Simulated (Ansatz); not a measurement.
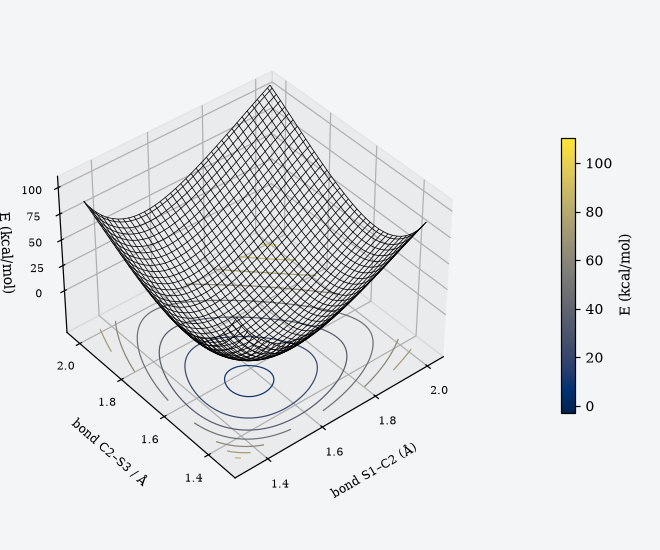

Energy landscape of CS2, SMILES S=C=S. Two internal coordinates are moved rigidly from the geometry relaxed at PBE0-D4/def2-TZVP, all others fixed. The first coordinate is: bond S1–C2; the second: bond C2–S3. The scan uses a 7 × 7 grid. All energies are given in kcal/mol relative to the lowest grid point. Level of theory: Ansatz 0.2.0, RHF-CCSD(T), frozen core/def2-TZVPP.

The picture shows a relief with its contours projected below. Between grid points the surface is interpolated. 

### What does the map say about the system?

The lowest grid point is at bond S1–C2 = 1.608 Å, bond C2–S3 = 1.608 Å. The bottom of the well lies between grid points, at about bond S1–C2 = 1.560 Å, bond C2–S3 = 1.560 Å, about 2.7 kcal/mol lower on the interpolated surface. It is the only kind of minimum in the scanned range. The highest grid point, bond S1–C2 = 2.013 Å, bond C2–S3 = 2.013 Å, lies 111 kcal/mol above the lowest. Round the minimum the two coordinates are weakly coupled (coupling 0.08 in units of the two stiffnesses).

The input of one point:

```yaml
crystal:
  periodic: [false, false, false]
  atoms:
    - {symbol: S, position_ang: [1.356962, -0.155991, 0.729108]}
    - {symbol: C, position_ang: [0.046726, -0.005373, 0.025106]}
    - {symbol: S, position_ang: [-1.263511, 0.145240, -0.678896]}
basis:
  gaussian: {orbitals: def2-TZVPP}
correlation: {method: ccsd_t}
```
